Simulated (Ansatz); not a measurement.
# CH5B2FO: molecular dynamics

The plan is to follow the molecule's vibrations and see whether its bonds hold. The start is relaxed first. Runs: 427 steps of 1 fs under a Langevin thermostat at 500 K. SMILES of the start: OBCBF.

Method: RKS LDA/STO-3G, in Ansatz 0.2.0.

**1. The structure to begin with**

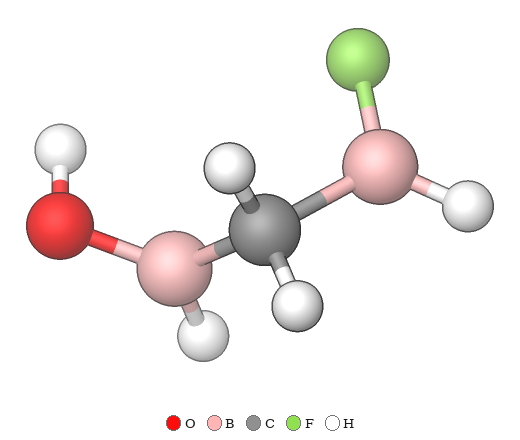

Start, viewed from a free direction; oxygen red, boron pink, carbon grey, fluorine green, hydrogen white.

Structure file:

```xyz
10

O    -2.1316   -0.3788    0.4182
B    -0.8913   -0.7085   -0.1641
C     0.4265   -0.2662    0.5438
B     1.3869    0.6742   -0.4085
F     0.8004    1.9422   -0.8360
H    -2.3966    0.5531   -0.0136
H    -0.8198   -1.3440   -1.1520
H     0.2633    0.3047    1.4828
H     1.0501   -1.1572    0.8552
H     2.3952    0.3293   -0.7227
```

**2. Preparing the start**

The input, input.yaml:

```yaml
crystal:
  periodic: [false, false, false]
  atoms:
    - { symbol: O, position_ang: [-2.1316, -0.3788, 0.4182] }
    - { symbol: B, position_ang: [-0.8913, -0.7085, -0.1641] }
    - { symbol: C, position_ang: [0.4265, -0.2662, 0.5438] }
    - { symbol: B, position_ang: [1.3869, 0.6742, -0.4085] }
    - { symbol: F, position_ang: [0.8004, 1.9422, -0.836] }
    - { symbol: H, position_ang: [-2.3966, 0.5531, -0.0136] }
    - { symbol: H, position_ang: [-0.8198, -1.344, -1.152] }
    - { symbol: H, position_ang: [0.2633, 0.3047, 1.4828] }
    - { symbol: H, position_ang: [1.0501, -1.1572, 0.8552] }
    - { symbol: H, position_ang: [2.3952, 0.3293, -0.7227] }
basis:
  gaussian: { orbitals: STO-3G }
hamiltonian:
  xc: lda
relax:
  f_tol: 0.02
  max_steps: 40
scf:
  lower_state_search: "off"
```

The run is started by

```console
ansatz run input.yaml --threads 1 --pin off --max-ram 2048MiB --backend cpu --events-out ev --progress --plain --runs-dir out
```

The runs that follow: Dynamics.

What does the calculation give? Wanted: relaxation of the start; temperature, first and last step; temperature, second half; potential energy, second half; bonds formed or broken.

As calculated:

```
                        quantity                          value
         relaxation of the start       15 moves, 2.108 eV lower
                          length              427 steps of 1 fs
temperature, first and last step                  450 and 446 K
        temperature, second half  mean 474 K, from 189 to 841 K
   potential energy, second half    +53 meV/atom from the start
          bonds formed or broken                              0
```

In words: Against a set 500 K the second half averages 474 K with a spread of 132 K. No bond forms or breaks. A run of 427 fs with 10 atoms shows the motion but fixes no equilibrium value. The nuclei move classically, without zero-point motion, which matters most for hydrogen. The basis is very small, so the numbers are rough.
